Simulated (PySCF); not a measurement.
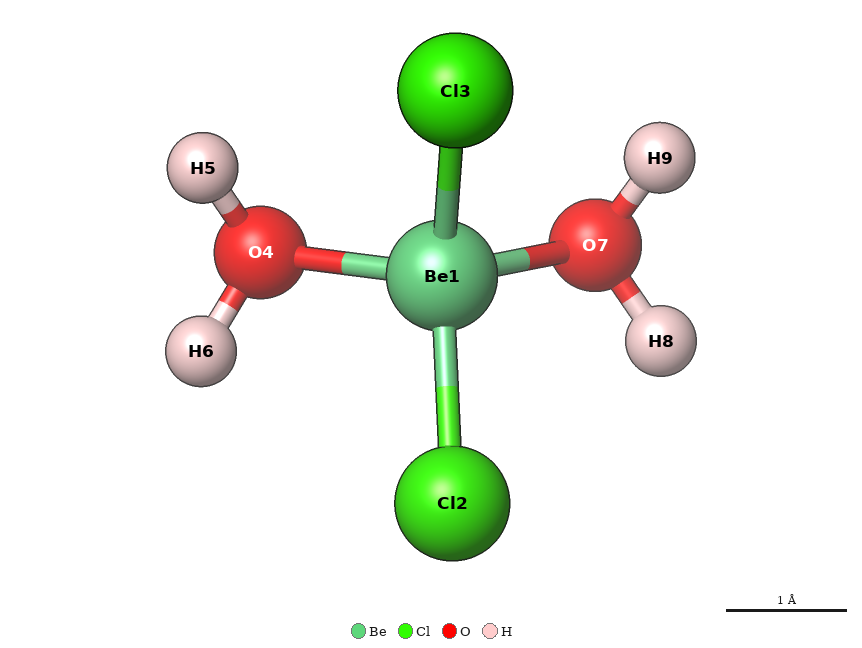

Orthographic view. Atoms fade into the background with distance from the viewer. Computed geometry: PBE0-D3(BJ)/def2-SVP optimisation. No frequency run is at hand to confirm it as a minimum.

Give the geometry as a Z-matrix, atoms in numerical order, with these reference atoms: 2 to 1; 3 to 1, 2; 4 to 1, 2, 3; 5 to 4, 1, 2; 6 to 4, 5, 1; 7 to 1, 4, 6; 8 to 7, 1, 4; 9 to 7, 8, 1.

```
Be 
Cl   1   1.955
Cl   1   1.957   2   128.6
O    1   1.739   2   104.9   3  -123.3
H    4   0.970   1   106.8   2   126.3
H    4   0.970   5   107.8   1   114.7
O    1   1.738   4   107.9   6   122.7
H    7   0.970   1   107.3   4  -122.8
H    7   0.970   8   107.9   1   114.2
```
